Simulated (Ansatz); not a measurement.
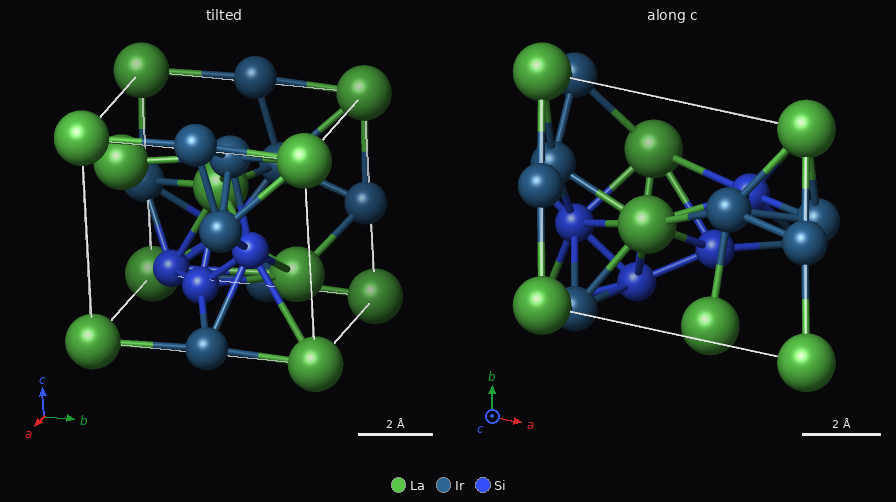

We look at a ball-and-stick model of the crystal slightly off an axis and along the c axis. Lines trace the edges of the simulation cell.

The cell is given by a = 7.155 Å, b = 6.108 Å, c = 6.265 Å, α = 99.04°, β = 77.50°, γ = 103.77°.

Bond cut-offs: Ir–Ir up to 2.59 Å, Ir–La up to 3.23 Å, Ir–Si up to 3.06 Å, La–Si up to 3.57 Å, Si–Si up to 2.58 Å (cut-off distances).

> Formula?

LaSiIr. The cell holds 4 La, 4 Si, 4 Ir, counting shared atoms by their share.

> Is this a crystalline arrangement?

No. The atoms show no order inside the cell (space group P1); it is a periodic model of a disordered solid.

Note that this is a made-up disordered cell, and that it hasn't been relaxed. It was run through Ansatz as a DFT input.

At this level of theory the cell isn't at rest (forces up to 2.7 eV/Å), so its distances can differ from those at equilibrium, the more so the softer the solid.
